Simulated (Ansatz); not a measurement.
## Correcting a cheap level on molecular compounds of Sn

The vertical ionisation energy (cation less neutral) in eV of 6 molecular compounds of Sn: x at MP2/def2-TZVPP, y at CCSD(T)/def2-TZVPP. Shapes, held fixed at every level: PBE0-D4/def2-TZVP. Flexible molecules stand in one conformer, not always the lowest. Programs: Ansatz 0.2.0.

| molecule | x (eV) | y (eV) |
| --- | --- | --- |
| C2H6OSn (SMILES C[O][Sn][CH3]) | 8.59 | 8.52 |
| Sn(CH3)Cl | 8.91 | 8.80 |
| CH6OSSiSn (SMILES C[S][Sn][O][SiH3]) | 9.04 | ? |
| Sn(NH2)Br | 9.89 | 9.64 |
| Sn(OH)Cl | 10.21 | 9.86 |
| Sn(OH)F | 10.72 | 10.28 |

Q: Fit y = c + s·x to the known rows and predict y for CH6OSSiSn.

A: 
1. Means of the 5 rows: x = 9.6640, y = 9.420.
2. Σ(Δx)² = 3.1863, Σ(Δx·Δy) = 2.6322, so the slope is 2.6322/3.1863 = 0.8261.
3. Intercept: 9.420 − (0.8261) × 9.6640 = 1.437. The largest residual of the fit is 0.033.
4. CH6OSSiSn: 1.437 + 0.8261 × 9.04 = 8.90 eV.

CCSD(T)/def2-TZVPP gives 8.94 eV, so the prediction is off by -0.04 eV, about the largest residual. Uncorrected, MP2/def2-TZVPP misses it by +0.10 eV, and the other rows by 0.24 on average. The line overshoots: the miss goes from +0.10 to -0.04. Left out in turn, the other rows are missed by 0.02 eV on average, so much of the error is systematic among these molecules. Cations run unrestricted. For atoms past krypton def2 sets carry core potentials with scalar relativity. Relativity is left out for Br. Outer-core shells of Br, Sn are correlated, in sets that cover them unevenly.

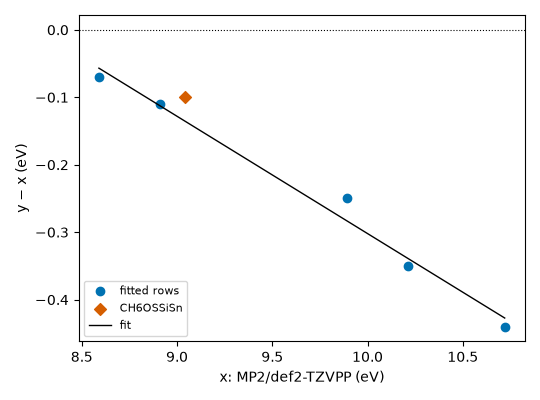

The correction y − x against x, with the fitted line and the withheld molecule.
